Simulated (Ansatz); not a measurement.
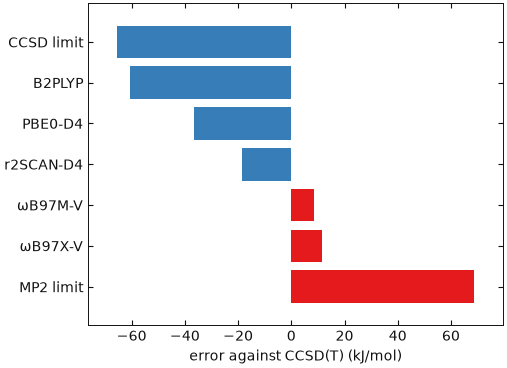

Error in the electronic atomisation energy (method less reference, so positive means overbinding) of CH₇NO₂Si, SMILES N[C@H](O)O[SiH3]: functionals in def2-TZVPP against frozen-core CCSD(T) at the limit (MP2 extrapolated from triple and quadruple zeta, plus CCSD(T) less MP2 in a smaller set), which gives 4309.7 kJ/mol, at a PBE0-D4/def2-TZVP geometry (no frequency check), no zero-point or spin-orbit term, the Ansatz code. The reference leaves out core correlation, a term that grows with the number of heavy atoms. B2PLYP holds a correlation term that converges slowly with the basis, so part of the distance to the limit is basis error. No dispersion term is added to B2PLYP. Limit means the basis limit.

What range do the values span?

Answer. From −65.6 kJ/mol (CCSD limit) to 68.8 kJ/mol (MP2 limit).

Which of these levels overbind, and which underbind?

Answer. Overbind: MP2 limit. Underbind: CCSD limit, B2PLYP and PBE0-D4. Within 25 kJ/mol of zero, too close to call in view of what the reference leaves out: r2SCAN-D4, ωB97M-V and ωB97X-V.

Caveats, for all or some of the runs: one conformer of a flexible molecule.
